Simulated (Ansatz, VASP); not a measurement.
**BiN in two plane-wave programs**

Wanted: the spread between two codes on one cell, functional and k mesh. The cell is invented: As first built, before any earlier steps moved the atoms: it takes the GaN structure with some of its atoms replaced by other elements, volume scaled by an estimate. It may not be a known or stable phase. The cell comes out of the VASP series on this material, whose earlier steps may have relaxed, scaled or displaced it; both programs get it as it stands.

Main program and level: Ansatz 0.2.0; plane waves, with VASP 6.6.1 beside it; relaxation of cell and atoms at r2SCAN.

## 1. Starting point

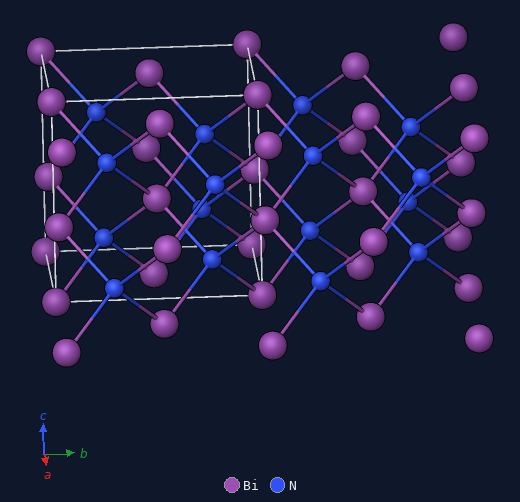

Start, viewed slightly off an axis; bismuth purple, nitrogen blue. 2×2×1 cells are drawn. This picture shows the conventional cell, with its axes. Bonds to atoms that aren't drawn are left out. Some periodic images of atoms are drawn too.

## 2. VASP: relaxation of cell and atoms, r2SCAN

The relaxed volume is the usual yardstick between codes: its relative difference is about their pressure difference at one cell divided by the bulk modulus.

Lines of VASP's logs that name or quote its potential files are left out, and so is its time.

Contents of INCAR:

```
SYSTEM = BiN
PREC = Accurate
ENCUT = 520
EDIFF = 1E-06
NELM = 100
ISMEAR = 0
SIGMA = 0.05
LREAL = .FALSE.
ALGO = Normal
METAGGA = R2SCAN
LASPH = .TRUE.
LORBIT = 11
LWAVE = .FALSE.
LCHARG = .FALSE.
IBRION = 2
NSW = 60
ISIF = 3
EDIFFG = -0.01
```

Contents of POSCAR:

```
BiN
1.0
    0.0000000000      2.7510541957      2.7510541957
    2.7510541957      0.0000000000      2.7510541957
    2.7510541957      2.7510541957      0.0000000000
Bi N
1 1
Direct
    0.0000000000      0.0000000000      0.0000000000
    0.2500000000      0.2500000000      0.2500000000
```

Contents of KPOINTS:

```
Automatic mesh
0
Gamma
8 8 8
0 0 0
```

The projector-augmented-wave data sets are Bi_d and N (PBE family, release 64).

Command:

```console
> mpirun -np 1 vasp_std
```

Numbers of over 12 decimals in the logs are rounded to 6 here.

Log:

```text
[banner, memory and clock lines left out]
running    1 mpi-ranks, on    1 nodes
 distrk:  each k-point on    1 cores,    1 groups
 distr:  one band on    1 cores,    1 groups

 POSCAR found type information on POSCAR BiN
 POSCAR found :  2 types and       2 ions
|                                                                             |
|               ----> ADVICE to this user running VASP <----                  |
|                                                                             |
|     You enforced a specific xc type in the INCAR file but a different       |
|     [... a line on the potential file left out ...]
|     I HOPE YOU KNOW WHAT YOU ARE DOING!                                     |
|                                                                             |

 LDA part: xc-table for (None), standard interpolation
 POSCAR, INCAR and KPOINTS ok, starting setup
 FFT: planning ... GRIDC
 FFT: planning ... GRID_SOFT
 FFT: planning ... GRID
 WAVECAR not read
 entering main loop
       N       E                     dE             d eps       ncg     rms          rms(c)
DAV:   1     0.108548145274E+03    0.10855E+03   -0.10978E+04   812   0.168E+03
DAV:   2    -0.589020635402E+02   -0.16745E+03   -0.16413E+03   920   0.410E+02
DAV:   3    -0.733898755563E+02   -0.14488E+02   -0.13956E+02   968   0.122E+02
DAV:   4    -0.737430316727E+02   -0.35316E+00   -0.35304E+00   946   0.228E+01
DAV:   5    -0.737537514903E+02   -0.10720E-01   -0.10720E-01  1112   0.357E+00    0.827E+00
DAV:   6    -0.659035391625E+02    0.78502E+01   -0.17256E+01  1166   0.426E+01    0.409E+00
DAV:   7    -0.658720348809E+02    0.31504E-01   -0.19502E+00   884   0.912E+00    0.167E+00
DAV:   8    -0.658538781170E+02    0.18157E-01   -0.16962E-01   952   0.496E+00    0.227E-01
DAV:   9    -0.658552780042E+02   -0.13999E-02   -0.91526E-03  1078   0.848E-01    0.176E-01
DAV:  10    -0.658557261625E+02   -0.44816E-03   -0.36717E-03   986   0.834E-01    0.749E-02
DAV:  11    -0.658555950209E+02    0.13114E-03   -0.31786E-04   974   0.194E-01    0.364E-02
DAV:  12    -0.658556032468E+02   -0.82259E-05   -0.13211E-04   968   0.173E-01    0.968E-03
DAV:  13    -0.658556043946E+02   -0.11478E-05   -0.40700E-06   886   0.198E-02    0.526E-03
DAV:  14    -0.658556045499E+02   -0.15529E-06   -0.15157E-06   580   0.181E-02
   1 F= -.65855605E+02 E0= -.65855180E+02  d E =-.658556E+02
 curvature:   0.00 expect dE= 0.000E+00 dE for cont linesearch  0.000E+00
 trial: gam= 0.00000 g(F)=  0.112E-46 g(S)=  0.438E-02 ort = 0.000E+00 (trialstep = 0.100E+01)
 search vector abs. value=  0.438E-02
 bond charge predicted
       N       E                     dE             d eps       ncg     rms          rms(c)
DAV:   1    -0.659155788072E+02   -0.59974E-01   -0.17235E+00   986   0.243E+01    0.142E+00
DAV:   2    -0.658665767529E+02    0.49002E-01   -0.16681E-01   992   0.552E+00    0.536E-01
DAV:   3    -0.658575193547E+02    0.90574E-02   -0.37824E-02  1216   0.290E+00    0.249E-01
DAV:   4    -0.658559184072E+02    0.16009E-02   -0.90499E-03   986   0.143E+00    0.511E-02
DAV:   5    -0.658560726735E+02   -0.15427E-03   -0.13333E-03   846   0.301E-01    0.451E-02
DAV:   6    -0.658560452450E+02    0.27429E-04   -0.15903E-04  1016   0.143E-01    0.226E-02
DAV:   7    -0.658560327957E+02    0.12449E-04   -0.96886E-05  1138   0.120E-01    0.447E-03
DAV:   8    -0.658560335745E+02   -0.77884E-06   -0.52352E-06   842   0.282E-02
   2 F= -.65856034E+02 E0= -.65855680E+02  d E =-.429025E-03
 trial-energy change:   -0.000429  1 .order   -0.000403   -0.004375    0.003569
 step:   0.5556(harm=  0.5508)  dis= 0.00000  next Energy=   -65.856824 (dE=-0.122E-02)
 bond charge predicted
       N       E                     dE             d eps       ncg     rms          rms(c)
DAV:   1    -0.658686500949E+02   -0.12617E-01   -0.33329E-01   986   0.104E+01    0.637E-01
DAV:   2    -0.658588435967E+02    0.98065E-02   -0.32860E-02   992   0.249E+00    0.238E-01
DAV:   3    -0.658570589407E+02    0.17847E-02   -0.73568E-03  1224   0.131E+00    0.110E-01
DAV:   4    -0.658567667287E+02    0.29221E-03   -0.17069E-03   986   0.626E-01    0.223E-02
DAV:   5    -0.658568119020E+02   -0.45173E-04   -0.26277E-04   846   0.127E-01    0.202E-02
DAV:   6    -0.658568053422E+02    0.65597E-05   -0.32967E-05  1014   0.623E-02    0.952E-03
DAV:   7    -0.658568011093E+02    0.42330E-05   -0.18478E-05  1112   0.516E-02    0.226E-03
DAV:   8    -0.658568010188E+02    0.90474E-07   -0.89525E-07   418   0.126E-02
   3 F= -.65856801E+02 E0= -.65856418E+02  d E =-.119647E-02
 curvature:  -0.28 expect dE=-0.147E-06 dE for cont linesearch -0.147E-06
 trial: gam=-0.01093 g(F)=  0.635E-47 g(S)=  0.535E-06 ort = 0.484E-04 (trialstep = 0.911E+00)
 search vector abs. value=  0.165E-09
 reached required accuracy - stopping structural energy minimisation
```

Parts of OUTCAR (step 2):

```text
ion  position               nearest neighbor table
   1  0.000  0.000  0.000-   2 2.38   2 2.38   2 2.38   2 2.38
   2  0.250  0.250  0.250-   1 2.38   1 2.38   1 2.38   1 2.38

  LATTYP: Found a face centered cubic cell.
 ALAT       =     5.5021083914

 Subroutine GETGRP returns: Found 24 space group operations
 (whereof 24 operations were pure point group operations)

The static configuration has the point symmetry T_d .

 Found     29 irreducible k-points:

   k-points           NKPTS =     29   k-points in BZ     NKDIM =     29   number of bands    NBANDS=     14

   dimension x,y,z NGX =    30 NGY =   30 NGZ =   30
   dimension x,y,z NGXF=    60 NGYF=   60 NGZF=   60

   ENCUT  =  520.0 eV  38.22 Ry    6.18 a.u.   7.23  7.23  7.23*2*pi/ulx,y,z

   NELECT =      20.0000    total number of electrons

 k-points in reciprocal lattice and weights: Automatic mesh
   0.00000000  0.00000000  0.00000000       0.002
   0.12500000  0.00000000  0.00000000       0.016
   0.25000000  0.00000000  0.00000000       0.016
   0.37500000  0.00000000  0.00000000       0.016
   0.50000000  0.00000000  0.00000000       0.008
   0.12500000  0.12500000  0.00000000       0.012
   0.25000000  0.12500000  0.00000000       0.047
   0.37500000  0.12500000  0.00000000       0.047
   0.50000000  0.12500000  0.00000000       0.047
[...]
-0.37500000  0.50000000  0.12500000       0.023
  -0.25000000  0.50000000  0.25000000       0.012

 average (electrostatic) potential at core
       1-111.3946       2 -64.9896

 E-fermi :   6.4512

 k-point     1 :       0.0000    0.0000    0.0000
  band No.  band energies     occupation
    ...
      6     -10.4029      2.00000
      7      -1.0836      2.00000
      8       4.1875      2.00000
      9       4.1875      2.00000
     10       4.1875      2.00000
     11       9.5387      0.00000
     12       9.5387      0.00000
     13       9.5387      0.00000
     14      13.0948      0.00000

 k-point     2 :       0.1250    0.0000    0.0000
  band No.  band energies     occupation
    ...
      6     -10.2303      2.00000
      7      -1.4870      2.00000
      8       4.0351      2.00000
      9       4.0351      2.00000
     10       4.1460      2.00000
     11       8.9617      0.00000
     12       9.7277      0.00000
     13       9.7277      0.00000
     14      14.2948      0.00000

 k-point     3 :       0.2500    0.0000    0.0000
  band No.  band energies     occupation
    ...
      6      -9.7497      2.00000
      7      -2.5004      2.00000
      8       3.7088      2.00000
      9       3.7088      2.00000
     10       3.8679      2.00000
     11       8.7930      0.00000
     12      10.0751      0.00000
     13      10.0751      0.00000
     14      14.7667      0.00000

  Total        0.0027179      0.0027179      0.0027179      0.0000000      0.0000000     -0.0000000
  in kB        0.1035464      0.1035464      0.1035464      0.0000000      0.0000000     -0.0000000
  external PRESSURE =       0.1035464 kB  Pullay stress =       0.0000000 kB

  energy-cutoff  :      520.00
  volume of cell :       42.05
      direct lattice vectors                 reciprocal lattice vectors
     0.000000000  2.760119396  2.760119396    -0.181151584  0.181151584  0.181151584
     2.760119396  0.000000000  2.760119396     0.181151584 -0.181151584  0.181151584
     2.760119396  2.760119396 -0.000000000     0.181151584  0.181151584 -0.181151584

 POSITION                                       TOTAL-FORCE (eV/Angst)
 -----------------------------------------------------------------------------------
      0.00000      0.00000      0.00000         0.000000      0.000000      0.000000
      1.38006      1.38006      1.38006        -0.000000     -0.000000     -0.000000
 -----------------------------------------------------------------------------------
    total drift:                                0.000000      0.000000      0.000000

  FREE ENERGIE OF THE ION-ELECTRON SYSTEM (eV)
  ---------------------------------------------------
  free  energy   TOTEN  =       -65.8568010188 eV

  energy  without entropy=      -65.8560349540  energy(sigma->0) =      -65.85641799

 reached required accuracy - stopping structural energy minimisation

 total charge
# of ion       s       p       d       tot
------------------------------------------
    1        1.575   1.071   9.967  12.613
    2        1.331   2.249   0.000   3.581
--------------------------------------------------
tot          2.907   3.320   9.967  16.194

[... 3 further parts left out ...]
```

CONTCAR:

```
BiN
   1.00000000000000
     0.0000000000000000    2.7601193960990345    2.7601193960990345
     2.7601193960990345    0.0000000000000000    2.7601193960990345
     2.7601193960990345    2.7601193960990345   -0.0000000000000000
  Bi              N
     1     1
Direct
     0.0000000000000000    0.0000000000000000    0.0000000000000000
     0.2500000000000000    0.2500000000000000    0.2500000000000000
```

## 3. Ansatz: relaxation of cell and atoms, r2SCAN

Ansatz runs on its default PAW (the set named soft_2) files.

The same cell, functional, mesh and smearing now go to Ansatz, which takes its cutoff from its data sets.

Contents of input.yaml:

```yaml
crystal:
  lattice:
    - [0.0, 2.7510541957, 2.7510541957]
    - [2.7510541957, 0.0, 2.7510541957]
    - [2.7510541957, 2.7510541957, 0.0]
  atoms:
    - { symbol: Bi, position: [0.0, 0.0, 0.0] }
    - { symbol: "N", position: [0.25, 0.25, 0.25] }
hamiltonian:
  xc: r2scan
  pseudopotentials: { kind: paw }
kpoints:
  mp_grid: { grid: [8, 8, 8] }
scf:
  occupations: { method: gaussian, width: 0.05 }
relax:
  f_tol: 0.01
  max_steps: 60
  cell: { stress_tol: 0.05 }
output:
  forces: true
  stress: true
```

Command:

```console
> ansatz run input.yaml --threads 4 --pin off --max-ram 9216MiB --backend cpu --events-out ev --progress --plain --runs-dir out
```

Log:

```text
Engine: ansatz 0.2.0, aarch64-unknown-linux-gnu
Pseudopotentials: kind: paw
Pseudopotential: Bi, paw, valence charge 15, recommended cutoff 500 eV (meta_gga), Bi.paw.azcp
Pseudopotential: N, paw, valence charge 5, recommended cutoff 500 eV (meta_gga), N.paw.azcp
Functional definition: r2SCAN
  parameter k0 = 0.174
  parameter k1 = 0.065
  parameter a1 = 4.9479
  exchange = r2scan_x(k0 = k0, k1 = k1, a1 = a1)
  correlation = r2scan_c
Crystal: 2 atoms, lattice volume = 41.642 Å³
Basis set: ecut = 500 eV, 1067 PW (Γ), exchange–correlation on 120×120×120 points (64 copies of the dense FFT grid, shifted against one another)
Bands: 14, of which v1, the nominal top of the filled ones, is band 10 counted from 1 (9 counted from 0)
Symmetry: 24 space group operations
Space group: F-43m (ITA 216), of the structure as read, at distance tolerance 3.5e-5 Å
k-points: 29 of 512 (time reversal used)
Non-local potential: Bi, projectors of the file, l = 0: 2, l = 1: 2, l = 2: 2, l = 3: 2
Non-local potential: N, projectors of the file, l = 0: 2, l = 1: 2, l = 2: 1
PAW form: soft (Blöchl's): semilocal exchange-correlation on the pseudo side does not see the compensation charge
PAW frozen core: Bi, regenerated for the run's functional (the file was generated under x = pbe(κ = 0.804, μ = 0.219515), c = pbe(β = 0.066725))
PAW frozen core: N, regenerated for the run's functional (the file was generated under x = pbe(κ = 0.804, μ = 0.219515), c = pbe(β = 0.066725))
PAW one-centre angular grid: Bi, 590 points (default); XC on 160 Gauss nodes
PAW one-centre angular grid: N, 302 points (default); XC on 160 Gauss nodes
Initial density: superposition of atomic densities (neutral atoms: chi_scale 0, normalization atom), corrected by the library's trained network
Initial wavefunctions: pseudopotential atomic-orbital guess
Functional: x = r2scan, c = r2scan; τ floored in thin density (d = 2e-4 eV/Å³)
SCF iter   1: F=—  HF=-12794.025229 eV  |F-HF|=—  |Δ(HF+E_count)|=         —  Δρ=4.60e-3  dr2=5.86e-3  dr2_τ=3.00e-2  ethr=1.77e-3  ⟨swp⟩=6.0  Hψ=2203  notcnv=0
preconditioner: auto → none  [insulator: Δε(μ)=0.091 eV  Ē_g=19.992 eV  σ=0.050 eV  W_gap=0.69  n_scr=14 (ndim 8)  ℏωp=25.7 eV  f_vac=0.018  D(μ)=0.59/eV (n_scr^D=0)  ε∞_Penn≈2.7]
SCF iter   2: F=—  HF=-12794.041683 eV  |F-HF|=—  |Δ(HF+E_count)|=   1.65e-2  Δρ=2.47e-3  dr2=9.86e-4  dr2_τ=8.59e-5  ethr=2.93e-5  ⟨swp⟩=2.6  Hψ=1078  notcnv=0  defer=1
SCF iter   3: F=—  HF=-12794.041850 eV  |F-HF|=—  |Δ(HF+E_count)|=   1.67e-4  Δρ=4.36e-4  dr2=8.91e-5  dr2_τ=1.81e-5  ethr=4.93e-6  ⟨swp⟩=2.0  Hψ=524  notcnv=0  defer=1
SCF iter   4: F=—  HF=-12794.041890 eV  |F-HF|=—  |Δ(HF+E_count)|=   3.96e-5  Δρ=4.32e-4  dr2=1.12e-4  dr2_τ=9.47e-6  ethr=4.46e-7  ⟨swp⟩=2.0  Hψ=550  notcnv=0  defer=1
SCF iter   5: F=—  HF=-12794.041870 eV  |F-HF|=—  |Δ(HF+E_count)|=   2.00e-5  Δρ=4.75e-5  dr2=8.00e-7  dr2_τ=5.91e-8  ethr=4.46e-7  ⟨swp⟩=1.9  Hψ=455  notcnv=0  defer=1
SCF iter   6: F=—  HF=-12794.041871 eV  |F-HF|=—  |Δ(HF+E_count)|=   9.88e-7  Δρ=1.86e-5  dr2=1.66e-7  dr2_τ=1.22e-8  ethr=5.00e-10  ⟨swp⟩=5.9  Hψ=1659  notcnv=0
SCF iter   7: F=-12794.041871 eV  HF=-12794.041871 eV  |F-HF|=2.99e-9  |Δ(HF+E_count)|=   1.04e-8  Δρ=3.31e-6  dr2=4.85e-9  dr2_τ=1.08e-10  ethr=5.00e-10  ⟨swp⟩=4.2  Hψ=1257  notcnv=0
SCF 1 converged in 7 iterations: F = -12794.041871 eV  dr2 = 4.85e-9
  greatest PAW one-centre occupation: 0.988 electrons in one spin orbital (limit 2), on the Bi atom at site 0 (counted from 0), in its partial waves of l = 2
relax step   1: F+E_penalty+E_count = -12794.04187073 eV  Δ(F+E_penalty+E_count) = +0.000e0 eV  max|allowed force component| = 1.554e-15 eV/Å  Δτ_max = 0.0000 Å  P = +0.632 GPa  Ω = 41.642 Å³  (7 SCF iters, dr2 threshold 1.00e-7 eV, accepted)
[...]
relax step   2: F+E_penalty+E_count = -12794.04195918 eV  Δ(F+E_penalty+E_count) = -8.845e-5 eV  max|allowed force component| = 1.184e-15 eV/Å  Δτ_max = 0.0000 Å  P = -0.487 GPa  Ω = 42.146 Å³  energy of the carried Pulay correction = -1.231e-4 eV  (5 SCF iters, dr2 threshold 2.00e-7 eV, accepted)
[...]
relax step   3: F+E_penalty+E_count = -12794.04235257 eV  Δ(F+E_penalty+E_count) = -3.934e-4 eV  max|allowed force component| = 1.406e-15 eV/Å  Δτ_max = 0.0000 Å  P = -0.004 GPa  Ω = 41.925 Å³  energy of the carried Pulay correction = -6.933e-5 eV  (5 SCF iters, dr2 threshold 2.00e-7 eV, accepted)
[...]
relax step   4: F+E_penalty+E_count = -12794.04242657 eV  Δ(F+E_penalty+E_count) = -7.399e-5 eV  max|allowed force component| = 1.258e-15 eV/Å  Δτ_max = 0.0000 Å  P = -0.004 GPa  Ω = 41.925 Å³  stress off target by 3.87e-3 GPa  SCF on the basis re-selected at this cell (its energy is not comparable with the rows above)  (7 SCF iters)
basis re-selected at this cell: Δ(F+E_penalty+E_count) = -7.399e-5 eV, ΔP = +0.000 GPa vs the last step (what re-selecting the basis moved, of the pressure what is left beyond the Pulay correction that the steps carried, after the strain that the cell walked since its last selection, with what the two solves' SCF thresholds leave and, on support functions, any second-order correction that the steps lacked; it is no m [...]
SCF converged after 7 iterations
Free energy (F): -12794.042427 eV
Harris-Foulkes:  -12794.042427 eV  (|F-HF|=1.27e-11)
Internal energy: -12794.041642 eV  (E = F + TS)
E sigma→0 (E₀):  -12794.042034 eV
Entropy (-TS):   -0.000784 eV (-0.392 meV/atom)
Fermi energy:    9.854686 eV
--- Per-component energies (eV) ---
  E_band       = -111.628584
  E_kinetic    = 426.918525
  E_local      = -1713.698263  (includes V_loc(G=0)·N_el)
  E_nonlocal   = 609.663394
  E_hartree    = 552.014156
  E_xc         = -199.990244
  E_vxc        = -240.502938  (∫ρ·V_xc dr)
  E_paw        = -10816.240655  (= ΣΔE_a)
  E_vpaw       = -313.878325  (= ΣTr[D̂ρ^β])
  E_aug_tail   = -0.000226  (compensation charges beyond the density's cutoff)
  E_vtau       = 15.840931  (kinetic-family band-sum trace: ∫τ·v_τ [+ j·A + Jᵃ·Aᵃ] dr)
  E_ewald      = -1653.554312
  E_core_change = 0.845983  (= ΣΔE_core)
  E_smearing   = -0.000784  (= −TS)
  E_closure    = 0.000000  (closes the sum)
  Σ components = -12794.042427   (vs F -12794.042427, Δ=0.00e0)
--- Forces (eV/Å), atoms counted from 1 ---
  atom   1  Bi    -0.00000000     0.00000000     0.00000000
  atom   2  N      0.00000000    -0.00000000    -0.00000000
  max |Σ_I F_I| component: 7.40e-16 eV/Å
--- Stress (GPa, compression-positive) ---
       -0.003873      -0.000000      -0.000000
       -0.000000      -0.003873       0.000000
       -0.000000       0.000000      -0.003873
  P = ⅓ Tr σ = -0.0039 GPa (-0.039 kbar)
--- Relaxed structure (3 steps of the walk, 3 accepted, 1 SCFs on fresh bases) ---
  F+E_penalty+E_count = -12794.04242657 eV   max|allowed force component| = 1.258e-15 eV/Å   (the final SCF, on the basis selected at the relaxed cell)
  cell:  # Å, volume = 41.9249 Å³
    - [0, 2.757278, 2.757278]
    - [2.757278, 0, 2.757278]
    - [2.757278, 2.757278, 0]
  atoms:
    - { symbol: Bi, position: [0, 0, 0] }
    - { symbol: N, position: [0.25, 0.25, 0.25] }
```

The job ended after 4.1 s (4 threads of Arm Neoverse V1, shared host; peak memory 0.45 GiB).

## 4. Comparison

Known differences besides the PAW data sets themselves: VASP keeps PBE cores, Ansatz makes them for the functional; both relaxations stop at a tolerance, which leaves soft axes loose, and VASP keeps its plane-wave basis; the cutoff is 500 eV in Ansatz and 520 eV in VASP; Ansatz adds a Pulay correction to the stress that steers its cell, VASP none. Total energies have different zeros and are not compared.

Compared:

| quantity | Ansatz | VASP | difference |
| --- | --- | --- | --- |
| volume (Å³) | 41.92 | 42.05 | -0.31 % |
| edge a after relaxation, in the typed setting (Å) | 3.899 | 3.903 | -0.10 % |

The walks stopped with 0.00 GPa left in Ansatz and 0.01 GPa in VASP; each walk ends within a tolerance, so the volume difference is uncertain by about these residues over the bulk modulus, most in soft cells.

## 5. Summary of results

* difference in volume (relaxation of cell and atoms, r2SCAN): -0.31 %

In words: The difference in volume is -0.31 % (relaxation of cell and atoms, r2SCAN), within the 1.2 % picked in this series as the mark of a large difference, as far as the stopping tolerances let one tell. How closely two codes agree says nothing of how well the functional describes the real material.

[Lines on the potential files, build, host, timing and source positions are cut from VASP's logs without a mark.]

[Logs are printed without paths, hosts, clocks, repeated set-up lines and the standing remarks that a program may print on its own settings, such as how far it seeks lower states.]

[Hosts, paths, dates, database ids (printed as entryN), source tags and the programs' standing remarks are cut or masked in the printed files.]
